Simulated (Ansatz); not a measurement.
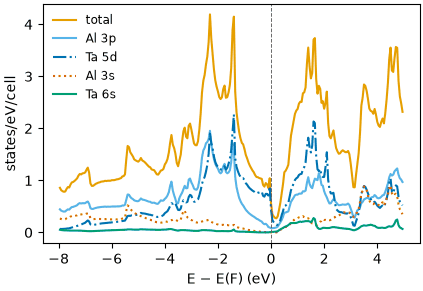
Fig. 1. Total and projected density of states of TaAl₃ in space group I4/mmm (No. 139; Ta on 2a, Al on 2b, Al on 4d), plane-wave PAW LDA (Ansatz code)

Problem. Which orbitals carry the states next to the Fermi level?

Solution. Within 0.5 eV of the Fermi level: Ta 5d 67 %, Al 3p 23 %. Projections are on Löwdin-orthogonalised atomic valence shells; empty p or d shells of many metals are not among them.

Problem. Where is the tallest occupied peak in this window, and what makes it?

Solution. Near -2.3 eV, about 4.2 states/eV per cell; the largest projected share is Al 3p.

The first step of the workflow began from a Materials Project structure, measured or hypothetical; the Crystallography Open Database files this formula in space group No. 139, but the cells were not matched. Whether it is the stable phase at ambient conditions was not checked. Symmetry was held in the LDA relaxation; of distortions, only those at the zone centre were tested. The run is not spin-polarised. Spin–orbit coupling is left out wherever it is not named.

Potentials: the later of the program's two PAW sets.
